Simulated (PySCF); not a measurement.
## What a change does: NMR shielding calculation on C8H10FP

System: C8H10FP.
Method of run 1: GIAO HF/pcSseg-1 NMR shielding, non-relativistic, gas phase (PySCF 2.14.0).

The geometry comes from this level: PBE0-D3(BJ)/def2-SVP. Text and figures count atoms from 1; the logs count them from 0 in places.

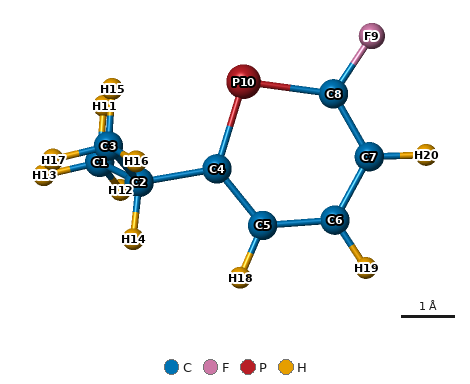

Fig. 1: The structure as given in the input (ball-and-stick view, seen on its broad side; atoms are numbered from 1 in the order of the input). Bond lengths as drawn: C–C 1.39 to 1.53 Å, C–F 1.34 Å, C–H 1.09 to 1.10 Å and C–P 1.75 Å.

The input, run 1:
```
{"job": {"kind": "nmr", "xc": "HF", "basis": "pcSseg-1", "pop": false}, "charge": 0, "multiplicity": 1}
C     -2.158464    -1.075865    -0.894091
C     -1.434817     0.056776    -0.165113
C     -1.883414     1.424321    -0.679095
C      0.075103    -0.112081    -0.233337
C      0.779738    -0.369114     0.941124
C      2.160811    -0.553620     1.010897
C      2.989974    -0.498414    -0.104501
C      2.489141    -0.253662    -1.374398
F      3.375801    -0.222174    -2.375394
P      0.822943     0.020657    -1.815348
H     -1.922952    -1.063669    -1.970654
H     -1.863215    -2.059014    -0.497744
H     -3.249496    -0.973695    -0.785605
H     -1.704749    -0.005753     0.903547
H     -1.652709     1.539561    -1.750585
H     -1.379877     2.239576    -0.138521
H     -2.970630     1.547938    -0.555048
H      0.208008    -0.430235     1.873674
H      2.613733    -0.749750     1.985700
H      4.069149    -0.647861    -0.005435
```

The first line tells a small driver script what to run in PySCF; the rest is the geometry in Å.

Launched with:
```bash
OMP_NUM_THREADS=1 python <driver script> task.json out
```

Hardware: 1 CPU thread, shared host.

Output (run 1):
```
final grid: 166920 points
cycle   1  E = -748.6775757524  dE =  2.470e+00  |g| = 6.817e-01  |ddm| = 4.132e+00
cycle   2  E = -748.7987283668  dE = -1.212e-01  |g| = 3.593e-01  |ddm| = 9.066e-01
cycle   3  E = -748.8247282194  dE = -2.600e-02  |g| = 9.638e-02  |ddm| = 4.071e-01
cycle   4  E = -748.8276377440  dE = -2.910e-03  |g| = 1.977e-02  |ddm| = 1.627e-01
cycle   5  E = -748.8277577717  dE = -1.200e-04  |g| = 6.743e-03  |ddm| = 3.270e-02
cycle   6  E = -748.8277747252  dE = -1.695e-05  |g| = 2.554e-03  |ddm| = 1.366e-02
cycle   7  E = -748.8277776235  dE = -2.898e-06  |g| = 8.298e-04  |ddm| = 5.662e-03
cycle   8  E = -748.8277780189  dE = -3.953e-07  |g| = 3.098e-04  |ddm| = 1.701e-03
cycle   9  E = -748.8277781008  dE = -8.192e-08  |g| = 1.020e-04  |ddm| = 7.809e-04
cycle  10  E = -748.8277781148  dE = -1.402e-08  |g| = 4.970e-05  |ddm| = 2.982e-04
cycle  11  E = -748.8277781184  dE = -3.589e-09  |g| = 2.356e-05  |ddm| = 1.513e-04
cycle  12  E = -748.8277781194  dE = -1.009e-09  |g| = 9.104e-06  |ddm| = 1.005e-04
cycle  13  E = -748.8277781195  dE = -1.091e-10  |g| = 3.559e-06  |ddm| = 3.446e-05
converged SCF energy = -748.8277781195

GIAO shielding tensors (ppm)
atom      isotropic    diamagn.    paramagn.     s11        s22        s33       span
  0 C      161.510     244.740     -83.230    144.931    155.336    184.263     39.333
  1 C      152.979     240.720     -87.741    141.509    146.019    171.410     29.901
  2 C      162.901     245.136     -82.235    146.251    158.373    184.077     37.826
  3 C      -14.717     268.051    -282.768   -182.865    -40.219    178.934    361.799
  4 C       54.981     254.762    -199.781    -57.372     58.660    163.654    221.026
  5 C       48.795     257.660    -208.865    -64.416     32.342    178.459    242.875
  6 C       62.736     256.271    -193.535    -35.442     52.382    171.266    206.707
  7 C      -22.601     263.868    -286.469   -204.234     36.891     99.539    303.773
  8 F      314.353     477.382    -163.029    227.263    301.446    414.349    187.086
  9 P      159.820     966.613    -806.793    -70.676     51.257    498.879    569.555
 10 H       30.188      29.828       0.360     25.630     30.114     34.820      9.190
 11 H       30.317      29.813       0.503     26.054     28.626     36.270     10.216
 12 H       30.307      29.284       1.023     26.007     27.007     37.906     11.899
 13 H       29.208      33.523      -4.314     24.742     28.032     34.851     10.108
 14 H       30.028      30.075      -0.047     25.331     30.001     34.752      9.421
 15 H       30.320      30.111       0.209     26.225     28.387     36.348     10.123
 16 H       30.318      29.519       0.799     25.894     27.188     37.872     11.978
 17 H       24.078      34.006      -9.928     19.651     23.824     28.758      9.107
 18 H       23.924      30.585      -6.661     19.704     25.316     26.752      7.047
 19 H       24.019      28.462      -4.443     19.537     25.102     27.418      7.881
```

For run 2 the input was changed thus:
```diff
-"xc": "HF"
+"xc": "PBE0"
-"pop": false
```

Predict how the results change.

The total energies belong to different methods, so their difference says nothing on which is more stable or more accurate. The HOMO goes from −8.81 to −7.06 eV. The LUMO goes from 1.60 to −1.64 eV. The dipole moment goes from 3.17 to 2.70 D. Of all shieldings, the largest change is that of F9, by −63.6 ppm. The method changes from HF to PBE0. The SCF takes 14 iterations against 13.

Output (run 2):
```
coarse grid: 17600 points
cycle   1  E = -751.2635716403  dE =  1.371e+00  |g| = 5.362e-01  |ddm| = 4.280e+00
cycle   2  E = -751.2169909700  dE =  4.658e-02  |g| = 7.193e-01  |ddm| = 9.626e-01
cycle   3  E = -751.3217145783  dE = -1.047e-01  |g| = 1.308e-01  |ddm| = 6.399e-01
cycle   4  E = -751.3260754519  dE = -4.361e-03  |g| = 5.447e-02  |ddm| = 1.984e-01
cycle   5  E = -751.3268084056  dE = -7.330e-04  |g| = 1.748e-02  |ddm| = 6.553e-02
cycle   6  E = -751.3268778528  dE = -6.945e-05  |g| = 4.665e-03  |ddm| = 2.403e-02
cycle   7  E = -751.3268826675  dE = -4.815e-06  |g| = 1.855e-03  |ddm| = 6.284e-03
final grid: 166920 points
cycle   8  E = -751.3943705366  dE = -4.620e-05  |g| = 9.981e-03  |ddm| = 4.426e-02
cycle   9  E = -751.3943459776  dE =  2.456e-05  |g| = 1.398e-02  |ddm| = 2.395e-02
cycle  10  E = -751.3943961592  dE = -5.018e-05  |g| = 1.752e-03  |ddm| = 1.596e-02
cycle  11  E = -751.3943969062  dE = -7.470e-07  |g| = 4.777e-04  |ddm| = 2.389e-03
cycle  12  E = -751.3943969579  dE = -5.175e-08  |g| = 2.193e-04  |ddm| = 6.481e-04
cycle  13  E = -751.3943969705  dE = -1.260e-08  |g| = 4.094e-05  |ddm| = 2.504e-04
cycle  14  E = -751.3943969709  dE = -4.422e-10  |g| = 1.362e-05  |ddm| = 6.189e-05
converged SCF energy = -751.3943969709

GIAO shielding tensors (ppm)
atom      isotropic    diamagn.    paramagn.     s11        s22        s33       span
  0 C      153.078     246.541     -93.463    134.172    146.452    178.610     44.437
  1 C      139.755     243.423    -103.668    127.364    132.100    159.802     32.438
  2 C      154.578     246.948     -92.371    135.943    149.227    178.563     42.620
  3 C      -12.639     267.381    -280.020   -158.825    -40.141    161.050    319.875
  4 C       50.139     255.159    -205.019    -52.604     49.417    153.606    206.210
  5 C       47.287     256.677    -209.390    -54.135     28.418    167.576    221.711
  6 C       58.879     255.555    -196.676    -31.276     46.520    161.392    192.668
  7 C      -25.013     264.385    -289.398   -174.176     22.309     76.828    251.004
  8 F      250.760     475.406    -224.646    151.680    227.600    373.000    221.321
  9 P      136.653     969.186    -832.533   -118.211     37.192    490.976    609.187
 10 H       29.801      29.741       0.060     25.603     29.767     34.033      8.430
 11 H       29.840      29.808       0.032     25.960     28.126     35.434      9.474
 12 H       29.882      28.754       1.128     25.974     26.760     36.912     10.937
 13 H       28.508      33.514      -5.005     24.766     27.216     33.543      8.776
 14 H       29.637      29.989      -0.352     25.269     29.671     33.971      8.702
 15 H       29.847      30.168      -0.321     26.121     27.892     35.527      9.406
 16 H       29.905      28.989       0.916     25.866     26.980     36.869     11.003
 17 H       23.771      33.947     -10.176     20.098     22.916     28.299      8.201
 18 H       23.759      30.307      -6.548     19.954     24.753     26.569      6.615
 19 H       23.848      28.381      -4.533     20.072     24.510     26.963      6.891
```

The two runs side by side:

```tsv
quantity	run 1	run 2
outcome	converged	converged
total energy (hartree)	−748.827778	−751.394397
HOMO (eV)	−8.81	−7.06
LUMO (eV)	1.60	−1.64
dipole moment (D)	3.17	2.70
shielding of C1 (ppm)	161.5	153.1
shielding of C2 (ppm)	153.0	139.8
shielding of C3 (ppm)	162.9	154.6
shielding of C5 (ppm)	55.0	50.1
shielding of C7 (ppm)	62.7	58.9
shielding of F9 (ppm)	314.4	250.8
shielding of P10 (ppm)	159.8	136.7
SCF iterations	13	14
basis functions	227	227
wall time (shared host)	45 s	1.9 min
```
